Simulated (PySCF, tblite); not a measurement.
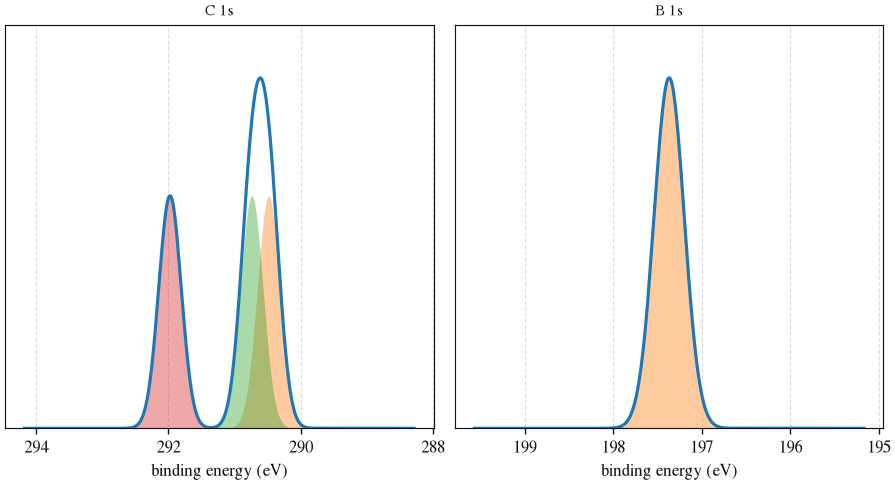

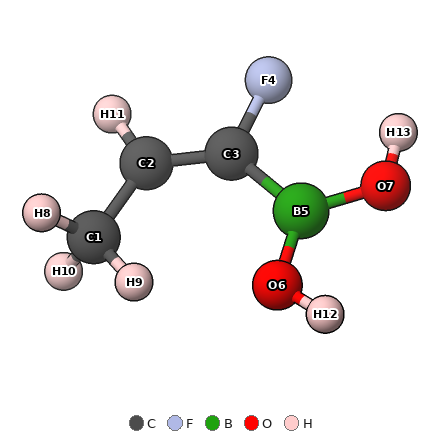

Simulated XPS of C₃H₆BFO₂, SMILES C/C=C(/F)B(O)O. Vertical core-electron binding energies by ΔSCF (SCAN, pcX-2 on the ionised atom, pcseg-1 elsewhere, spin-free X2C; PySCF, at a GFN2-xTB geometry (a minimum by its frequencies)), gas phase, against the vacuum level. One atom of each kind was ionised; within a panel, areas follow the number of like atoms, each panel is scaled alone, Gaussians of 0.4 eV full width. Only the regions named are shown. Lines closer than the width merge in the curve.

Q: Assign the components.

A:
```tsv
level	atoms	binding energy (eV)
C 1s	C3	292.0
C 1s	C1	290.7
C 1s	C2	290.5
B 1s	B5	197.4
```

Q: How large is the chemical shift across the C 1s region?

A: 1.5 eV, from C2 at 290.5 eV to C3 at 292.0 eV.

Note: one conformer of a flexible molecule; the tight-binding geometry is rougher than a DFT one and adds to the error.
